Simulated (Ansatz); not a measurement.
## Nudged elastic band, with input and output: SiH4ClF

System: SiH4ClF.
Method: UKS B3LYP/STO-3G (Ansatz 0.2.0).

It belongs to a series of runs on one base structure; here: band between the two ends. Figures and captions count atoms from 1; the log counts them from 0 in places.

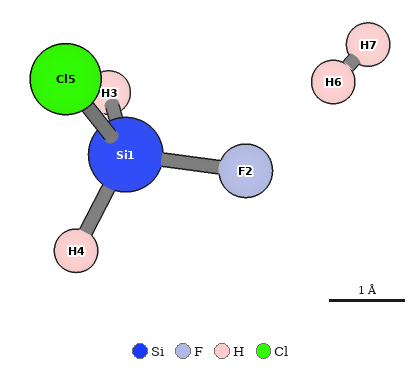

*The input geometry (ball-and-stick view, seen at a tilt; atoms are numbered from 1 in the order of the input).*

Bond lengths as drawn: Cl–Si 2.11 Å, F–Si 1.64 Å, H–H 0.74 Å and H–Si 1.45 Å.

Input:
```yaml
crystal:
  periodic: [false, false, false]
  atoms:
    - { symbol: Si, position_ang: [-0.607311, -0.710529, -0.062298] }
    - { symbol: F, position_ang: [0.450265, 0.07397, 0.912646] }
    - { symbol: H, position_ang: [-0.1249, -0.72544, -1.429812] }
    - { symbol: H, position_ang: [-0.859251, -2.044514, 0.448693] }
    - { symbol: Cl, position_ang: [-2.441, 0.342236, -0.040652] }
    - { symbol: H, position_ang: [1.562506, 1.286476, 0.237556] }
    - { symbol: H, position_ang: [2.019792, 1.778, -0.066134] }
magnetization:
  spin_polarized: true
basis:
  gaussian: { orbitals: STO-3G }
hamiltonian:
  xc: b3lyp
neb:
  order_check: false
  images: 5
  f_tol: 0.03
  max_iterations: 60
  final_atoms:
    - { symbol: Si, position_ang: [0.0441893, -0.39272934, -0.5112] }
    - { symbol: F, position_ang: [0.69198812, 0.51594205, 1.34512006] }
    - { symbol: H, position_ang: [-0.52508043, -0.90576523, -1.74164475] }
    - { symbol: H, position_ang: [0.14755992, -1.55167415, 0.34931147] }
    - { symbol: Cl, position_ang: [-1.56557887, 0.97951539, -0.03002603] }
    - { symbol: H, position_ang: [-0.07859514, 1.12606027, 1.50804241] }
    - { symbol: H, position_ang: [1.28561811, 0.22885, -0.91960416] }
  initial_path:
    images:
      - { positions_ang: [[-0.607311, -0.710529, -0.062298], [0.450265, 0.07397, 0.912646], [-0.1249, -0.72544, -1.429812], [-0.859251, -2.044514, 0.448693], [-2.441, 0.342236, -0.040652], [1.562506, 1.286476, 0.237556], [2.019792, 1.778, -0.066134]] }
      - { positions_ang: [[-0.49439068, -0.60682459, -0.12853413], [0.50767487, 0.11171181, 1.08548339], [-0.10222097, -0.71876358, -1.50987014], [-0.70841155, -1.92105647, 0.44002649], [-2.26646945, 0.46302255, -0.04156397], [1.39342925, 1.15402828, 0.34033846], [1.67048952, 1.518081, -0.18588111]] }
      - { positions_ang: [[-0.38147036, -0.50312019, -0.19477025], [0.56508475, 0.14945362, 1.25832077], [-0.07954195, -0.71208715, -1.58992828], [-0.55757209, -1.79759895, 0.43135998], [-2.09193889, 0.5838091, -0.04247594], [1.2243525, 1.02158057, 0.44312092], [1.32118705, 1.25816199, -0.30562821]] }
      - { positions_ang: [[-0.26855004, -0.39941578, -0.26100638], [0.62249462, 0.18719543, 1.43115816], [-0.05686292, -0.70541073, -1.66998642], [-0.40673264, -1.67414142, 0.42269347], [-1.91740834, 0.70459566, -0.0433879], [1.05527574, 0.88913285, 0.54590338], [0.97188457, 0.99824299, -0.42537532]] }
      - { positions_ang: [[-0.16430359, -0.39718697, -0.34440425], [0.64565912, 0.29677764, 1.40247879], [-0.21293542, -0.77219556, -1.69387253], [-0.22196845, -1.633319, 0.39823281], [-1.80013185, 0.79623557, -0.03893395], [0.67731878, 0.96810866, 0.86661639], [1.07646242, 0.74177866, -0.59011827]] }
      - { positions_ang: [[-0.06005715, -0.39495815, -0.42780213], [0.66882362, 0.40635985, 1.37379943], [-0.36900793, -0.83898039, -1.71775864], [-0.03720427, -1.59249657, 0.37377214], [-1.68285536, 0.88787548, -0.03447999], [0.29936182, 1.04708447, 1.1873294], [1.18104026, 0.48531433, -0.75486121]] }
      - { positions_ang: [[0.0441893, -0.39272934, -0.5112], [0.69198812, 0.51594205, 1.34512006], [-0.52508043, -0.90576523, -1.74164475], [0.14755992, -1.55167415, 0.34931147], [-1.56557887, 0.97951539, -0.03002603], [-0.07859514, 1.12606027, 1.50804241], [1.28561811, 0.22885, -0.91960416]] }
```

Machine: 1 thread of Intel Xeon (Sapphire Rapids), 64 GiB of memory available, shared host.

Run as:
```bash
ansatz run input.yaml --threads 1 --pin off --max-ram 2048MiB --backend cpu --events-out ev --progress --plain --runs-dir out
```

What the program printed:
```
Engine: ansatz 0.2.0, x86_64-unknown-linux-gnu
Functional definition: B3LYP
  parameter a0 = 0.2
  parameter ax = 0.72
  parameter ac = 0.81
  exchange = (1 - a0 - ax)*slater_x + ax*b88_x + a0*exact_x
  correlation = (1 - ac)*vwn_rpa_c + ac*lyp_c
347 factors; integrals over basis functions are off by at most 1.1e-5 eV
mean field evaluation 1: about -22913.3261 eV, gradient 1.7e1 eV
mean field evaluation 2: about -22913.7462 eV, gradient 1.7e1 eV
mean field evaluation 4: about -22915.7404 eV, gradient 3.4e-1 eV
mean field evaluation 8: about -22915.7274 eV, gradient 1.0e-3 eV
mean field -22915.72737964 eV, -842.1374483638 hartree, gradient 6.8e-6 eV, S^2 0.000000; 0 other end points of the search recorded, 0 dependent functions left out
the calculation of the forces begins
reference -22915.72754918 eV, -842.1374545944 hartree; 22, 22 occupied and 5, 5 virtual orbitals, 347 factors
359 factors; integrals over basis functions are off by at most 1.2e-5 eV
mean field evaluation 16: about -22914.7261 eV, gradient 2.4e-1 eV
mean field -22914.72509629 eV, -842.1006151300 hartree, gradient 1.3e-5 eV, S^2 0.000000; 0 other end points of the search recorded, 0 dependent functions left out
[... from here on the field's lines of each further geometry are left out, up to the last ...]
NEB iter   1: max|band force component| = 2.259e1 eV/Å  barrier→ = 3.8990 eV  barrier← = 2.8967 eV  Δτ_max = 0.2000 Å  (145 SCF iters)
NEB iter   2: max|band force component| = 1.700e0 eV/Å  barrier→ = 2.8279 eV  barrier← = 1.8256 eV  Δτ_max = 0.1952 Å  (120 SCF iters)
NEB iter   3: max|band force component| = 2.129e0 eV/Å  barrier→ = 2.8747 eV  barrier← = 1.8725 eV  Δτ_max = 0.0995 Å  (118 SCF iters)
NEB iter   4: max|band force component| = 1.119e0 eV/Å  barrier→ = 2.6554 eV  barrier← = 1.6531 eV  Δτ_max = 0.0986 Å  (110 SCF iters)
NEB iter   5: max|band force component| = 1.342e0 eV/Å  barrier→ = 2.6131 eV  barrier← = 1.6109 eV  Δτ_max = 0.0503 Å  (110 SCF iters)
NEB iter   6: max|band force component| = 7.031e-1 eV/Å  barrier→ = 2.4515 eV  barrier← = 1.4492 eV  Δτ_max = 0.0992 Å  (107 SCF iters)
NEB iter   7: max|band force component| = 1.124e0 eV/Å  barrier→ = 2.2662 eV  barrier← = 1.2639 eV  Δτ_max = 0.0500 Å  (105 SCF iters)
NEB iter   8: max|band force component| = 9.465e-1 eV/Å  barrier→ = 2.1699 eV  barrier← = 1.1676 eV  CI = image 3  Δτ_max = 0.0988 Å  (102 SCF iters)
NEB iter   9: max|band force component| = 1.045e0 eV/Å  barrier→ = 2.4018 eV  barrier← = 1.3995 eV  CI = image 3  Δτ_max = 0.1902 Å  (106 SCF iters)
NEB iter  10: max|band force component| = 1.761e0 eV/Å  barrier→ = 2.6911 eV  barrier← = 1.6888 eV  CI = image 3  Δτ_max = 0.0991 Å  (113 SCF iters)
NEB iter  11: max|band force component| = 1.119e0 eV/Å  barrier→ = 2.5839 eV  barrier← = 1.5816 eV  CI = image 3  Δτ_max = 0.1990 Å  (103 SCF iters)
NEB iter  12: max|band force component| = 6.703e-1 eV/Å  barrier→ = 2.5412 eV  barrier← = 1.5389 eV  CI = image 3  Δτ_max = 0.1973 Å  (114 SCF iters)
NEB iter  13: max|band force component| = 9.560e-1 eV/Å  barrier→ = 2.4751 eV  barrier← = 1.4728 eV  CI = image 3  Δτ_max = 0.0994 Å  (108 SCF iters)
NEB iter  14: max|band force component| = 9.487e-1 eV/Å  barrier→ = 2.4244 eV  barrier← = 1.4222 eV  CI = image 3  Δτ_max = 0.1938 Å  (112 SCF iters)
NEB iter  15: max|band force component| = 8.884e-1 eV/Å  barrier→ = 2.4990 eV  barrier← = 1.4967 eV  CI = image 3  Δτ_max = 0.1937 Å  (107 SCF iters)
NEB iter  16: max|band force component| = 1.141e0 eV/Å  barrier→ = 2.4863 eV  barrier← = 1.4840 eV  CI = image 3  Δτ_max = 0.0997 Å  (111 SCF iters)
NEB iter  17: max|band force component| = 2.555e-1 eV/Å  barrier→ = 2.4629 eV  barrier← = 1.4606 eV  CI = image 3  Δτ_max = 0.1988 Å  (105 SCF iters)
NEB iter  18: max|band force component| = 1.065e-1 eV/Å  barrier→ = 2.4612 eV  barrier← = 1.4589 eV  CI = image 3  Δτ_max = 0.1966 Å  (100 SCF iters)
NEB iter  19: max|band force component| = 1.970e-1 eV/Å  barrier→ = 2.4609 eV  barrier← = 1.4586 eV  CI = image 3  Δτ_max = 0.1000 Å  (102 SCF iters)
NEB iter  20: max|band force component| = 9.523e-2 eV/Å  barrier→ = 2.4608 eV  barrier← = 1.4586 eV  CI = image 3  Δτ_max = 0.1015 Å  (99 SCF iters)
NEB iter  21: max|band force component| = 8.044e-2 eV/Å  barrier→ = 2.4608 eV  barrier← = 1.4585 eV  CI = image 3  Δτ_max = 0.1019 Å  (97 SCF iters)
NEB iter  22: max|band force component| = 4.853e-2 eV/Å  barrier→ = 2.4608 eV  barrier← = 1.4585 eV  CI = image 3  Δτ_max = 0.1021 Å  (91 SCF iters)
NEB iter  23: max|band force component| = 5.568e-2 eV/Å  barrier→ = 2.4608 eV  barrier← = 1.4585 eV  CI = image 3  Δτ_max = 0.1021 Å  (91 SCF iters)
NEB iter  24: max|band force component| = 6.457e-2 eV/Å  barrier→ = 2.4608 eV  barrier← = 1.4585 eV  CI = image 3  Δτ_max = 0.2000 Å  (90 SCF iters)
NEB iter  25: max|band force component| = 7.862e-2 eV/Å  barrier→ = 2.4608 eV  barrier← = 1.4585 eV  CI = image 3  Δτ_max = 0.2000 Å  (86 SCF iters)
NEB iter  26: max|band force component| = 9.369e-2 eV/Å  barrier→ = 2.4608 eV  barrier← = 1.4585 eV  CI = image 3  Δτ_max = 0.1013 Å  (88 SCF iters)
NEB iter  27: max|band force component| = 5.686e-2 eV/Å  barrier→ = 2.4608 eV  barrier← = 1.4585 eV  CI = image 3  Δτ_max = 0.2000 Å  (86 SCF iters)
NEB iter  28: max|band force component| = 5.356e-2 eV/Å  barrier→ = 2.4608 eV  barrier← = 1.4585 eV  CI = image 3  Δτ_max = 0.1974 Å  (85 SCF iters)
NEB iter  29: max|band force component| = 7.664e-2 eV/Å  barrier→ = 2.4608 eV  barrier← = 1.4585 eV  CI = image 3  Δτ_max = 0.0994 Å  (85 SCF iters)
NEB iter  30: max|band force component| = 5.472e-2 eV/Å  barrier→ = 2.4608 eV  barrier← = 1.4585 eV  CI = image 3  Δτ_max = 0.0997 Å  (83 SCF iters)
NEB iter  31: max|band force component| = 4.298e-2 eV/Å  barrier→ = 2.4608 eV  barrier← = 1.4585 eV  CI = image 3  Δτ_max = 0.0984 Å  (84 SCF iters)
NEB iter  32: max|band force component| = 1.180e-1 eV/Å  barrier→ = 2.4608 eV  barrier← = 1.4585 eV  CI = image 3  Δτ_max = 0.0495 Å  (83 SCF iters)
NEB iter  33: max|band force component| = 6.764e-2 eV/Å  barrier→ = 2.4608 eV  barrier← = 1.4585 eV  CI = image 3  Δτ_max = 0.0355 Å  (85 SCF iters)
NEB iter  34: max|band force component| = 5.864e-2 eV/Å  barrier→ = 2.4608 eV  barrier← = 1.4585 eV  CI = image 3  Δτ_max = 0.0501 Å  (83 SCF iters)
the calculation of the forces begins
reference -22914.51808683 eV, -842.0930076730 hartree; 22, 22 occupied and 5, 5 virtual orbitals, 350 factors
355 factors; integrals over basis functions are off by at most 3.4e-5 eV
mean field evaluation 1120: about -22913.2666 eV, gradient 1.8e-5 eV
mean field -22913.26656740 eV, -842.0470151820 hartree, gradient 1.1e-5 eV, S^2 0.000000; 1 other end points of the search recorded, 0 dependent functions left out
the calculation of the forces begins
reference -22913.26672024 eV, -842.0470207988 hartree; 22, 22 occupied and 5, 5 virtual orbitals, 355 factors
NEB iter  35: max|band force component| = 1.977e-2 eV/Å  barrier→ = 2.4608 eV  barrier← = 1.4585 eV  CI = image 3  Δτ_max = 0.0000 Å  (190 SCF iters)
```

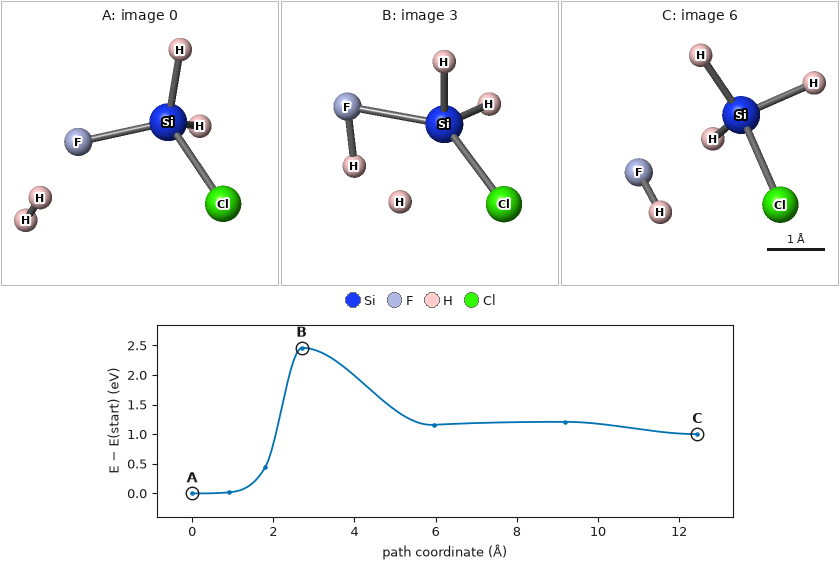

*Images of the last band (counted from 0; ball-and-stick, seen at a tilt) above the energy along the path; the line is a cubic interpolation that uses the forces.*

The highest image is number 3, 2.461 eV above the start and 1.459 eV above the end (the climbing image); the end lies 1.002 eV above the start. The path is 12.45 Å long. The band converged in 35 iterations.

```
Total energy: -22913.26672024 eV, -842.0470207988 hartree
Atom 0 at    -0.249955    -0.335221    -0.123369 Å, force    -0.000020    -0.000118     0.000022 eV/Å
Atom 1 at     1.168826    -0.184590     0.983645 Å, force     0.000168    -0.000540     0.000639 eV/Å
Atom 2 at     0.255844    -0.754759    -1.412902 Å, force    -0.000039     0.000080    -0.000053 eV/Å
Atom 3 at    -0.720959    -1.505783     0.593409 Å, force     0.000091    -0.000037    -0.000016 eV/Å
Atom 4 at    -2.122445     0.666048    -0.384825 Å, force     0.000106     0.000127    -0.000027 eV/Å
Atom 5 at     1.164741     0.849278     0.511928 Å, force    -0.000433     0.000464    -0.000784 eV/Å
Atom 6 at     0.504049     1.265227    -0.167888 Å, force     0.000127     0.000023     0.000218 eV/Å
Dipole moment:     0.646855    -0.220869     0.158909 e Å
this run last wrote the band of iteration 35 to [file]
```

The last band as extended XYZ (Å, eV, eV/Å):
```
7
Properties=species:S:1:pos:R:3:forces:R:3 image=0 energy=-22915.72738
Si   -0.6073   -0.7105   -0.0623    0.0263   0.0077   0.0119
F     0.4503    0.0740    0.9126   -0.0287  -0.0174  -0.0253
H    -0.1249   -0.7254   -1.4298   -0.0064  -0.0005   0.0156
H    -0.8593   -2.0445    0.4487    0.0000   0.0226  -0.0063
Cl   -2.4410    0.3422   -0.0407    0.0102  -0.0094   0.0028
H     1.5625    1.2865    0.2376    0.0126   0.0137  -0.0095
H     2.0198    1.7780   -0.0661   -0.0141  -0.0167   0.0108
7
Properties=species:S:1:pos:R:3:forces:R:3 image=1 energy=-22915.70999
Si   -0.4893   -0.7762   -0.0555   -0.0119  -0.0125  -0.0013
F     0.7048   -0.1943    0.9030   -0.0184   0.0116  -0.0059
H    -0.0043   -0.9588   -1.4093   -0.0122  -0.0133  -0.0012
H    -1.0284   -1.9956    0.5118   -0.0040  -0.0186  -0.0023
Cl   -2.0501    0.6473   -0.1213   -0.0138  -0.0152   0.0045
H     1.3314    1.3258    0.2498    0.0105   0.0193  -0.0028
H     1.5359    1.9521   -0.0785    0.0497   0.0287   0.0090
7
Properties=species:S:1:pos:R:3:forces:R:3 image=2 energy=-22915.28684
Si   -0.3219   -0.6435   -0.0385   -0.0896  -0.4733   0.1214
F     0.9135   -0.2794    0.9965   -0.3893  -0.0881   0.0393
H     0.2025   -0.8148   -1.3793   -0.0181  -0.0740   0.0522
H    -0.9189   -1.8069    0.5455   -0.2343  -0.4884  -0.0894
Cl   -1.9151    0.7458   -0.2264    0.2830   0.0180   0.2019
H     1.1545    1.1507    0.2920   -0.0646   0.5068  -0.3059
H     0.8855    1.6483   -0.1897    0.5129   0.5990  -0.0195
7
Properties=species:S:1:pos:R:3:forces:R:3 image=3 energy=-22913.26657
Si   -0.2500   -0.3352   -0.1234    0.0000  -0.0001   0.0000
F     1.1688   -0.1846    0.9836    0.0002  -0.0005   0.0006
H     0.2558   -0.7548   -1.4129    0.0000   0.0001  -0.0001
H    -0.7210   -1.5058    0.5934    0.0001   0.0000   0.0000
Cl   -2.1224    0.6660   -0.3848    0.0001   0.0001   0.0000
H     1.1647    0.8493    0.5119   -0.0004   0.0005  -0.0008
H     0.5040    1.2652   -0.1679    0.0001   0.0000   0.0002
7
Properties=species:S:1:pos:R:3:forces:R:3 image=4 energy=-22914.56843
Si   -0.6260    0.1110   -0.4205    0.0310  -0.0065   0.0245
F     1.7664    0.3040    1.0385   -0.0461   0.0153  -0.0009
H     0.5305   -0.5420   -0.9856   -0.0071  -0.0478  -0.0061
H    -0.8152   -0.1494    0.9874    0.0020  -0.0674  -0.0073
Cl   -2.3017   -0.7246   -1.4117    0.0151   0.0583   0.0240
H     2.0761   -0.5298    1.4853   -0.0492   0.0721  -0.0502
H    -0.6300    1.5309   -0.6935    0.0543  -0.0240   0.0160
7
Properties=species:S:1:pos:R:3:forces:R:3 image=5 energy=-22914.51791
Si   -0.5090   -0.4416   -0.8010   -0.0084  -0.0142  -0.0052
F     1.6357    0.6656    1.7121   -0.0007   0.0013  -0.0043
H    -0.0063   -1.1856   -1.9340    0.0048   0.0038   0.0036
H    -0.6367   -1.2937    0.3593    0.0017   0.0007  -0.0010
Cl   -2.4385    0.2525   -1.2989    0.0056   0.0064   0.0005
H     1.6333    1.2956    2.4817    0.0009   0.0009  -0.0025
H     0.3216    0.7074   -0.5191   -0.0040   0.0012   0.0090
7
Properties=species:S:1:pos:R:3:forces:R:3 image=6 energy=-22914.72510
Si    0.0442   -0.3927   -0.5112    0.0060  -0.0040  -0.0002
F     0.6920    0.5159    1.3451   -0.0075   0.0062   0.0009
H    -0.5251   -0.9058   -1.7416   -0.0014   0.0009   0.0001
H     0.1476   -1.5517    0.3493   -0.0002   0.0035  -0.0006
Cl   -1.5656    0.9795   -0.0300   -0.0028   0.0015  -0.0005
H    -0.0786    1.1261    1.5080    0.0084  -0.0075  -0.0020
H     1.2856    0.2288   -0.9196   -0.0025  -0.0006   0.0023
```

Key numbers:

```csv
quantity,value
outcome,converged
"barrier, forward",2.461 eV
"barrier, backward",1.458 eV
wall time,3.3 min
peak memory,0.13 GiB
```

Remarks:

The order of the saddle point was not checked.
